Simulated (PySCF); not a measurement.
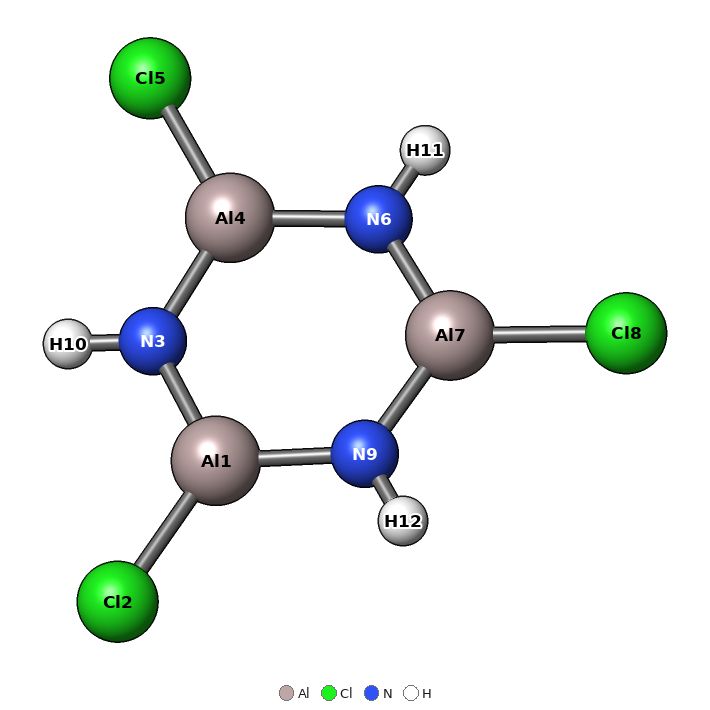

Computed geometry: PBE0-D3(BJ)/def2-SVP optimisation. No frequency run is at hand to confirm it as a minimum. Level of theory: delta-SCF UKS SCAN, pcX-2 on the ionised atom (unc-x2c-TZVPall on a metal), pcseg-1 elsewhere, spin-free X2C (PySCF 2.14.0).

Give the core-electron binding energies (to vacuum; p and d levels without spin–orbit splitting) of Al1 1s, Al1 2p, Cl2 1s, Cl2 2p, N3 1s.

```json
{"atom": "Al1", "level": "1s", "binding energy (eV)": "1567.5"}
{"atom": "Al1", "level": "2p", "binding energy (eV)": "81.0"}
{"atom": "Cl2", "level": "1s", "binding energy (eV)": "2828.4"}
{"atom": "Cl2", "level": "2p", "binding energy (eV)": "206.3"}
{"atom": "N3", "level": "1s", "binding energy (eV)": "404.0"}
```
